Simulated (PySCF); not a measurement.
# C$_{4}$H$_{11}$ClSi$_{2}$ (SMILES C[Si]1(CCl)C[SiH2]C1): what the fields show

Input

```
{"job": {"kind": "uv", "xc": "wB97X-D", "basis": "def2-SVPD", "ip": true}, "charge": 0, "multiplicity": 1}
C     -1.145589     1.825201    -0.677290
Si    -0.396460     0.198756    -0.116764
C     -1.762653    -1.109000     0.026265
Cl    -1.036376    -2.674505     0.526941
C      1.065032    -0.450668    -1.143280
Si     2.055006    -0.563760     0.481730
C      0.644981     0.253415     1.471788
H     -1.638988     1.720534    -1.656330
H     -1.889303     2.189701     0.048967
H     -0.363371     2.594470    -0.772801
H     -2.511728    -0.836309     0.784926
H     -2.287169    -1.275546    -0.926271
H      0.899782    -1.402739    -1.668960
H      1.472481     0.281777    -1.858123
H      3.323104     0.233896     0.473344
H      2.367292    -1.959984     0.908576
H      0.256243    -0.327185     2.321423
H      0.882141     1.271666     1.818828
```

Command:

```sh
OMP_NUM_THREADS=1 python probes_run.py task.json out
```

Geometry: PBE0-D3(BJ)/def2-SVP.

Theory: PySCF, wB97X-D/def2-SVPD, SCF density, gas phase.

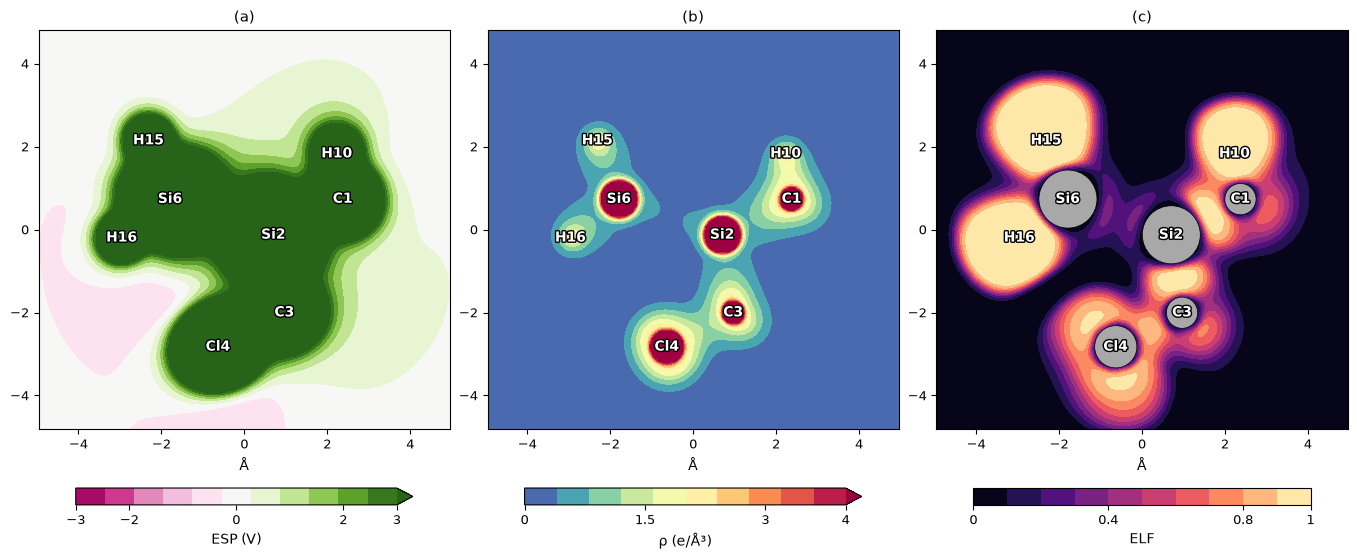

Figure 1. (a) electrostatic potential; (b) total electron density; (c) electron localisation function on the plane of atoms H15, Si6 and H16. Grey discs cover the atomic cores in the ELF map.

Describe what can be read from this map.

Atoms in the plane: C, Si, Cl and H.
C–Cl (1.80 Å): ρ at the midpoint is about 1.3 e/Å³; the ELF peaks at about 0.90 between the atoms (a covalent bond).
C–Si (1.88 Å): ρ at the midpoint is about 0.96 e/Å³; the ELF peaks at about 0.95 between the atoms; a covalent bond.
C–H (1.10 Å): ρ is about 1.9 e/Å³ halfway; the ELF climbs to about 1 towards the hydrogen, as it does in any bond to H: an ordinary covalent bond to hydrogen.
Si–H (1.49 Å): ρ at the midpoint is about 0.77 e/Å³; the ELF climbs to about 1 towards the hydrogen.
The ELF also peaks beside Cl4, away from the bonds: lone-pair regions.
Outside the dense part of the molecule the potential is most negative (−0.8 V) near Cl4.

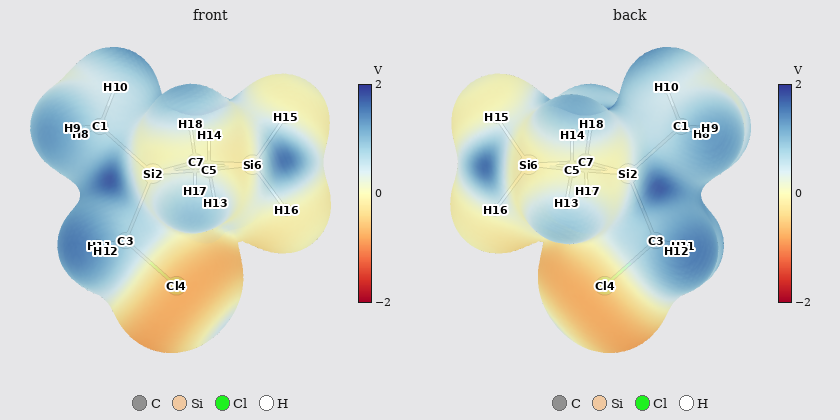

Figure 2. The molecular electrostatic potential painted on the density surface at 0.004 e/bohr³, seen from the front and from behind; red is negative and blue positive.

Where is the surface potential most negative and most positive?

The most negative region (about −0.8 V, or −18 kcal/mol for a unit charge) lies over Cl4, the most positive (about +1.8 V, or +42 kcal/mol for a unit charge) over Si2 and Si6. Cl4 shows a σ-hole: about +0.4 V, or +9 kcal/mol for a unit charge at the tip opposite its bond, against about −0.5 V, or −12 kcal/mol for a unit charge on its flanks.

What dipole moment does the calculation give?

Its dipole moment is 2.58 D.
